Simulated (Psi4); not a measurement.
**H2O2 (hydrogen peroxide): HF/STO-3G**

Aim: the vertical ionisation energy of H2O2 (hydrogen peroxide) at HF/STO-3G, from 2 runs. 

The results are computed with Psi4 1.11.

**1. Starting point**

H2O2: 4 atoms, total charge 0, spin state singlet. SMILES: `OO`. Geometry: relaxed at PBE0-D4/def2-TZVP.

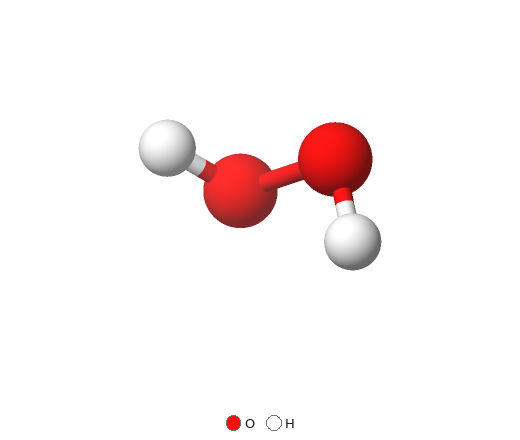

Viewed from a chosen angle; oxygen red, hydrogen white.

**2. A single-point energy at HF/STO-3G**

h2o2.json reads:

```json
{
  "schema_name": "qcschema_input",
  "schema_version": 1,
  "molecule": {
    "schema_name": "qcschema_molecule",
    "schema_version": 2,
    "symbols": ["O", "O", "H", "H"],
    "geometry": [-0.91991868, -1.09811985, 0.05782562, 0.09127377, 1.37647651, 0.39098434, 0.35224495, -2.11082408, 0.88325799, 0.47639996, 1.8326564, -1.33206795],
    "molecular_charge": 0,
    "molecular_multiplicity": 1,
    "fix_symmetry": "c1"
  },
  "driver": "energy",
  "model": {
    "method": "hf",
    "basis": "STO-3G"
  },
  "keywords": {
    "puream": true,
    "e_convergence": 1e-09,
    "d_convergence": 1e-08,
    "scf_type": "pk"
  }
}
```

Run with:

```sh
$ psi4 --qcschema h2o2.json -n 1 --memory 1600MB
```

stdout, shortened:

```text
[...]
  Running in c1 symmetry.
[...]
  Nuclear repulsion =   37.283118750301384
[...]
  Multiplicity = 1
[...]
  Nalpha       = 9
  Nbeta        = 9
[...]
    Number of basis functions: 12
[...]
   @RHF iter   1:  -148.72421980103960   -1.35423e+00   1.62250e-02 ADIIS/DIIS
[...]
   @RHF iter  10:  -148.76054062484522   -8.52651e-14   4.10475e-09 DIIS
[...]
    Orbital Energies [Eh]
    ---------------------
    Doubly Occupied:
       1A    -20.315054     2A    -20.314295     3A     -1.402925
       4A     -1.123547     5A     -0.608515     6A     -0.593554
       7A     -0.490831     8A     -0.391632     9A     -0.364386
[...]
  @RHF Final Energy:  -148.76054062484522
   => Energetics <=
    Nuclear Repulsion Energy =             37.2831187503013837
    One-Electron Energy =                -280.8778404997224243
    Two-Electron Energy =                  94.8341811245758350
    Total Energy =                       -148.7605406248451914
[...]
 Multipole Moments:
 ------------------------------------------------------------------------------------
     Multipole            Electronic (a.u.)      Nuclear  (a.u.)        Total (a.u.)
 ------------------------------------------------------------------------------------
 L = 1.  Multiply by 2.5417464519 to convert [e a0] to [Debye]
 Dipole X            :         -0.2537728            0.7731780            0.5194052
 Dipole Y            :          0.0852393           -0.2596362           -0.1743968
 Dipole Z            :          0.1374689           -0.4187680           -0.2812991
 Magnitude           :                                                    0.6158938
[...]
```

The result, in JSON:

```text
{
 "driver": "energy",
 "model": {
  "method": "hf",
  "basis": "STO-3G"
 },
 "success": true,
 "return_result": -148.76054062484522,
 "properties": {
  "calcinfo_nbasis": 12,
  "calcinfo_nmo": 12,
  "calcinfo_nalpha": 9,
  "calcinfo_nbeta": 9,
  "calcinfo_natom": 4,
  "nuclear_repulsion_energy": 37.283118750301384,
  "return_energy": -148.76054062484522,
  "scf_one_electron_energy": -280.8778404997224,
  "scf_two_electron_energy": 94.83418112457584,
  "scf_dipole_moment": [0.5194052015649464, -0.17439683472704548, -0.2812991452424841],
  "scf_total_energy": -148.76054062484522,
  "scf_iterations": 10
 }
}
```

It took 1.2 s on 1 thread of Intel Xeon 6975P-C (Granite Rapids), shared host; peak memory 0.18 GiB.

**3. The doublet cation: energy and forces at UHF/STO-3G**

input.json reads:

```json
{
  "schema_name": "qcschema_input",
  "schema_version": 1,
  "molecule": {
    "schema_name": "qcschema_molecule",
    "schema_version": 2,
    "symbols": ["O", "O", "H", "H"],
    "geometry": [-0.91991868, -1.09811985, 0.05782562, 0.09127377, 1.37647651, 0.39098434, 0.35224495, -2.11082408, 0.88325799, 0.47639996, 1.8326564, -1.33206795],
    "molecular_charge": 1,
    "molecular_multiplicity": 2,
    "fix_symmetry": "c1"
  },
  "driver": "gradient",
  "model": {
    "method": "hf",
    "basis": "STO-3G"
  },
  "keywords": {
    "reference": "uhf",
    "puream": true,
    "e_convergence": 1e-09,
    "d_convergence": 1e-08,
    "scf_type": "pk",
    "maxiter": 200,
    "scf_properties": ["MULLIKEN_CHARGES", "LOWDIN_CHARGES", "QUADRUPOLE"]
  }
}
```

Run with:

```sh
$ psi4 --qcschema input.json -n 1 --memory 1600MB
```

stdout, shortened:

```text
[...]
  Running in c1 symmetry.
[...]
  Nuclear repulsion =   37.283118750301384
[...]
  Multiplicity = 2
[...]
  Nalpha       = 9
  Nbeta        = 8
[...]
    Number of basis functions: 12
[...]
   @UHF iter   1:  -148.41006119814966   -1.04007e+00   1.49870e-02 DIIS/ADIIS
[...]
   @UHF iter  18:  -148.43371520162458   -1.42109e-13   6.67522e-09 DIIS
[...]
   @S^2 Observed:                7.517002140E-01
[...]
  @UHF Final Energy:  -148.43371520162458
   => Energetics <=
    Nuclear Repulsion Energy =             37.2831187503013837
    One-Electron Energy =                -272.2654187143376134
    Two-Electron Energy =                  86.5485847624116502
    Total Energy =                       -148.4337152016245795
  UHF NO Occupations:
  HONO-2 :    7  A 1.9996302
  HONO-1 :    8  A 1.9996051
[...]
 Multipole Moments:
 ------------------------------------------------------------------------------------
     Multipole            Electronic (a.u.)      Nuclear  (a.u.)        Total (a.u.)
 ------------------------------------------------------------------------------------
 L = 1.  Multiply by 2.5417464519 to convert [e a0] to [Debye]
 Dipole X            :         -0.0872983            0.7731780            0.6858797
 Dipole Y            :          0.0293424           -0.2596362           -0.2302938
 Dipole Z            :          0.0473036           -0.4187680           -0.3714644
 Magnitude           :                                                    0.8132970
 L = 2.  Multiply by 1.3450342976 to convert [e a0^2] to [Debye ang]
 Quadrupole XX       :        -11.8768191            5.3516746           -6.5251445
 Quadrupole XY       :        -10.1120289            9.8329006           -0.2791283
[...]
  Mulliken Charges: (a.u.)
   Center  Symbol    Alpha    Beta     Spin     Total
[...]
  -Total Gradient:
     Atom            X                  Y                   Z
    ------   -----------------  -----------------  -----------------
       1       -0.007547066887    -0.158324639282     0.044013199975
       2        0.038509324189     0.147934218575    -0.060776649661
       3       -0.038901888430     0.049437181051    -0.062287926716
       4        0.007939631128    -0.039046760344     0.079051376403
[...]
```

The result, in JSON:

```text
{
 "driver": "gradient",
 "model": {
  "method": "hf",
  "basis": "STO-3G"
 },
 "success": true,
 "return_result": [-0.007547066887234832, -0.15832463928152254, 0.04401319997450254, 0.03850932418939726, 0.14793421857465805, -0.06077664966131635, -0.038901888430029063, 0.04943718105094441, -0.06228792671573914, 0.007939631128036015, -0.03904676034373325, 0.07905137640261495],
 "properties": {
  "calcinfo_nbasis": 12,
  "calcinfo_nmo": 12,
  "calcinfo_nalpha": 9,
  "calcinfo_nbeta": 8,
  "calcinfo_natom": 4,
  "nuclear_repulsion_energy": 37.283118750301384,
  "return_energy": -148.43371520162458,
  "return_gradient": [-0.007547066887234832, -0.15832463928152254, 0.04401319997450254, 0.03850932418939726, 0.14793421857465805, -0.06077664966131635, -0.038901888430029063, 0.04943718105094441, -0.06228792671573914, 0.007939631128036015, -0.03904676034373325, 0.07905137640261495],
  "scf_one_electron_energy": -272.2654187143376,
  "scf_two_electron_energy": 86.54858476241165,
  "scf_dipole_moment": [0.6858796941453948, -0.230293804869794, -0.3714644167255555],
  "scf_total_energy": -148.43371520162458,
  "scf_total_gradient": [-0.007547066887234832, -0.15832463928152254, 0.04401319997450254, 0.03850932418939726, 0.14793421857465805, -0.06077664966131635, -0.038901888430029063, 0.04943718105094441, -0.06228792671573914, 0.007939631128036015, -0.03904676034373325, 0.07905137640261495],
  "scf_iterations": 18
 }
}
```

Run time: 1.2 s. Hardware: 1 thread of Intel Xeon 6975P-C (Granite Rapids), shared host; peak memory 0.18 GiB.

**4. What came out**

Level: HF/STO-3G.

| quantity | value |
| --- | --- |
| singlet H2O2: total energy | -148.76054 Eh |
| singlet H2O2: dipole moment | 1.57 D |
| singlet H2O2: HOMO energy | -9.92 eV |
| singlet H2O2: LUMO energy | 13.16 eV |
| singlet H2O2: HOMO–LUMO gap | 23.08 eV |
| doublet cation: total energy | -148.43372 Eh |
| doublet cation: HOMO energy (highest over α and β) | -20.30 eV |
| doublet cation: LUMO energy (lowest over α and β) | -7.91 eV |
| doublet cation: ⟨S²⟩ | 0.752 |
| doublet cation: largest force on an atom | 8.459 eV/Å |
| vertical ionisation energy (to the doublet cation) | 8.893 eV |

What this shows: The vertical ionisation energy comes to 8.89 eV (858 kJ/mol). −ε(HOMO) before ionisation, 9.92 eV, is 1.02 eV above this ionisation energy. In a minimal basis such a difference can be off by several eV, whatever the method.
